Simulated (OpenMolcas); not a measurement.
# V²⁺ complex: multiconfigurational calculation (part 2 of 2)

The same run, continued: V²⁺ with 8 ligands (F; cube, 2.277 Å), embedded in SrF2 by model potentials and point charges, whose field is part of the energies. Method: state-averaged CASSCF, active space 3 electrons in the shell 3d, basis ANO-RCC-VDZP on the metal and ANO-RCC-VDZP on the ligands, DKH2 scalar Hamiltonian, spin-orbit coupling by RASSI with atomic mean-field integrals (OpenMolcas).

## Log (extracts), continued
```
--- RASSI ---
SPIN-FREE ENERGIES:
  (Shifted by EMIN (a.u.) =      -1746.4697862114)

 SF State       Relative EMIN(au)   Rel lowest level(eV)    D:o, cm**(-1)

     1             0.0000000000        0.0000000000              0.0000
     2             0.0000000000        0.0000000000              0.0000
     3             0.0000000000        0.0000000000              0.0000
     4             0.0218704232        0.5951245337           4800.0031
     5             0.0218704232        0.5951245337           4800.0031
     6             0.0218704232        0.5951245337           4800.0031
     7             0.0484498688        1.3183880923          10633.5171
    11             0.0514336859        1.3995818940          11288.3893
    12             0.0514336859        1.3995818940          11288.3893
    13             0.0703516140        1.9143649410          15440.3945
    14             0.0703516140        1.9143649410          15440.3945
    15             0.0703516140        1.9143649410          15440.3945
    16             0.0716947336        1.9509130882          15735.1752
    17             0.0716947336        1.9509130882          15735.1752
    18             0.0716947336        1.9509130882          15735.1752
    10             0.0836091882        2.2751219151          18350.0958
     8             0.0836091882        2.2751219151          18350.0958
     9             0.0836091882        2.2751219151          18350.0958
    19             0.0895878229        2.4378088515          19662.2544
    20             0.0907436274        2.4692598949          19915.9242
    21             0.0907436274        2.4692598949          19915.9242
    22             0.0907436274        2.4692598949          19915.9242
    23             0.1006208941        2.7380340136          22083.7336
    24             0.1006208941        2.7380340136          22083.7336
    25             0.1006208941        2.7380340136          22083.7336
    26             0.1056717076        2.8754736495          23192.2591
    27             0.1056717076        2.8754736495          23192.2591
    28             0.1056717076        2.8754736495          23192.2591
    29             0.1140349478        3.1030490093          25027.7781
    30             0.1140349478        3.1030490093          25027.7781
    31             0.1246366389        3.3915357208          27354.5804
    32             0.1246366389        3.3915357208          27354.5804
    33             0.1246366389        3.3915357208          27354.5804
    34             0.1265089876        3.4424849264          27765.5134
    35             0.1265089876        3.4424849264          27765.5134
    36             0.1265089876        3.4424849264          27765.5134
    37             0.1269509905        3.4545124372          27862.5218
    38             0.1269509905        3.4545124372          27862.5218
    39             0.1662421276        4.5236787443          36485.9297
    40             0.1662421276        4.5236787443          36485.9297
Eigenvalues of complex Hamiltonian:
   -----------------------------------
  (Shifted by EMIN (a.u.) =      -1746.4697862114)

 SO State       Relative EMIN(au)   Rel lowest level(eV)    D:o, cm**(-1)

     1            -0.0006871226        0.0000000000              0.0000
     2            -0.0006871226        0.0000000000              0.0000
     3            -0.0006871226        0.0000000000              0.0000
     4            -0.0006871226        0.0000000000              0.0000
     5            -0.0006252638        0.0016832631             13.5764
     6            -0.0006252638        0.0016832631             13.5764
     7             0.0003602782        0.0285012257            229.8779
     8             0.0003602782        0.0285012257            229.8779
     9             0.0003602782        0.0285012257            229.8779
    10             0.0003602782        0.0285012257            229.8779
    11             0.0009856984        0.0455197768            367.1418
    12             0.0009856984        0.0455197768            367.1418
    13             0.0215146391        0.6041407133           4872.7235
    14             0.0215146391        0.6041407133           4872.7235
    15             0.0216853729        0.6087866165           4910.1952
    16             0.0216853729        0.6087866165           4910.1952
    17             0.0216853729        0.6087866165           4910.1952
    18             0.0216853729        0.6087866165           4910.1952
    19             0.0220790016        0.6194977982           4996.5867
    20             0.0220790016        0.6194977982           4996.5867
    21             0.0221160183        0.6205050730           5004.7109
    22             0.0221160183        0.6205050730           5004.7109
    23             0.0221160183        0.6205050730           5004.7109
    24             0.0221160183        0.6205050730           5004.7109
    25             0.0484623467        1.3374251916          10787.0616
    26             0.0484623467        1.3374251916          10787.0616
    27             0.0484623467        1.3374251916          10787.0616
    28             0.0484623467        1.3374251916          10787.0616
    29             0.0514053284        1.4175078024          11432.9715
    30             0.0514053284        1.4175078024          11432.9715
    31             0.0514053284        1.4175078026          11432.9715
    32             0.0514053284        1.4175078026          11432.9715
    33             0.0698748561        1.9200892556          15486.5643
    34             0.0698748561        1.9200892556          15486.5643
    35             0.0704801180        1.9365592721          15619.4039
    36             0.0704801180        1.9365592721          15619.4039
    37             0.0704801181        1.9365592724          15619.4039
    38             0.0704801181        1.9365592724          15619.4039
    39             0.0712422767        1.9572986658          15786.6784
    40             0.0712422767        1.9572986658          15786.6784
    41             0.0720417906        1.9790545472          15962.1514
Weights of the five most important spin-orbit-free states for each spin-orbit state.

 SO State  Total energy (au)           Spin-free states, spin, and weights
 -------------------------------------------------------------------------------------------------------
    1        -0.000687       3 1.5  0.3920    2 1.5  0.3317    1 1.5  0.2736    6 1.5  0.0014    5 1.5  0.0007
    2        -0.000687       2 1.5  0.3659    1 1.5  0.3645    3 1.5  0.2667    4 1.5  0.0012    5 1.5  0.0009
    3        -0.000687       2 1.5  0.4010    1 1.5  0.3153    3 1.5  0.2809    4 1.5  0.0009    5 1.5  0.0008
    4        -0.000687       3 1.5  0.3900    1 1.5  0.3762    2 1.5  0.2311    5 1.5  0.0008    6 1.5  0.0008
    5        -0.000625       3 1.5  0.3332    2 1.5  0.3332    1 1.5  0.3332    6 1.5  0.0001    5 1.5  0.0001
    6        -0.000625       3 1.5  0.3332    2 1.5  0.3332    1 1.5  0.3332    6 1.5  0.0001    5 1.5  0.0001
    7         0.000360       3 1.5  0.5557    2 1.5  0.2765    1 1.5  0.1662    5 1.5  0.0005    4 1.5  0.0005
    8         0.000360       2 1.5  0.4154    3 1.5  0.3989    1 1.5  0.1842    6 1.5  0.0005    4 1.5  0.0005
    9         0.000360       1 1.5  0.5000    3 1.5  0.2785    2 1.5  0.2199    5 1.5  0.0005    4 1.5  0.0004
   10         0.000360       1 1.5  0.4808    2 1.5  0.4195    3 1.5  0.0981    6 1.5  0.0005    4 1.5  0.0005
   11         0.000986       1 1.5  0.3331    2 1.5  0.3331    3 1.5  0.3331    6 1.5  0.0002    5 1.5  0.0002
   12         0.000986       1 1.5  0.3331    2 1.5  0.3331    3 1.5  0.3331    6 1.5  0.0002    5 1.5  0.0002
```

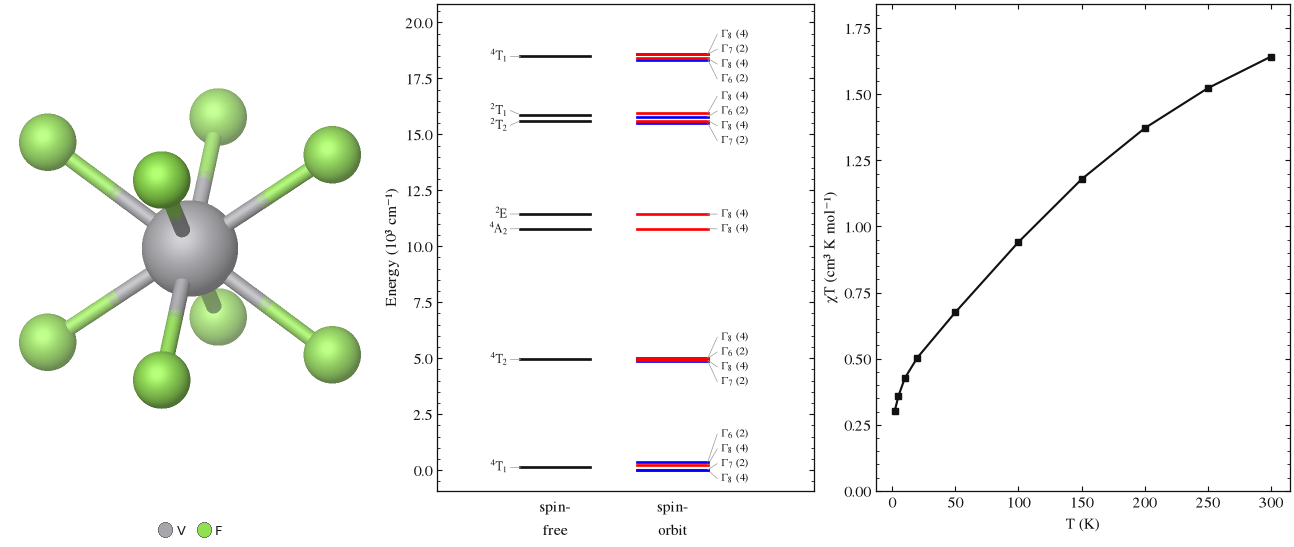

Figure 2. V²⁺ (3d³) as a dopant in SrF₂, a cluster with its 8 nearest F⁻ at 2.277 Å (cube) embedded in model potentials and point charges; the geometry was set, not optimised, and its levels and susceptibility. Labels give the representation in O, Td, D4 or D3 as the site allows (double group for half-integer spin) where it could be assigned and, in brackets, the degeneracy; spin-free states, where drawn, share the zero of the spin-orbit levels. Powder susceptibility by Van Vleck's formula. The ground level is Γ₈, 4-fold degenerate, 100 % from states of spin multiplicity 4. The next level lies at 14 cm⁻¹ (Γ₇). The lowest spin-free state is ⁴T₁, from the free-ion F term; of the same spin there follow at 4,800 cm⁻¹ (⁴T₂), 10,600 cm⁻¹ (⁴A₂) and 18,400 cm⁻¹ (⁴T₁) above it. χT is 0.302 cm³ K mol⁻¹ at 2 K and 1.64 at 300 K, an effective moment of 3.62 μB. The active orbitals hold 96 to 98 % metal character (Löwdin), and the Mulliken charge of the metal is +1.78.

## Results in brief

- outcome: converged
- energy of the lowest spin-free term: −1746.46979 hartree
- energy of the lowest spin-orbit level: −1746.47047 hartree
- largest spread among components of a term: 0.0 cm⁻¹
- hardware: 1 thread of Arm Neoverse V1, 24 GiB of memory available, shared host
- wall time: 27 s
- peak memory: 0.18 GiB

## Notes

Without dynamic correlation the splittings between terms come out too large, often by 20 to 50 %. Caveats: the geometry is set by hand, with no relaxation.
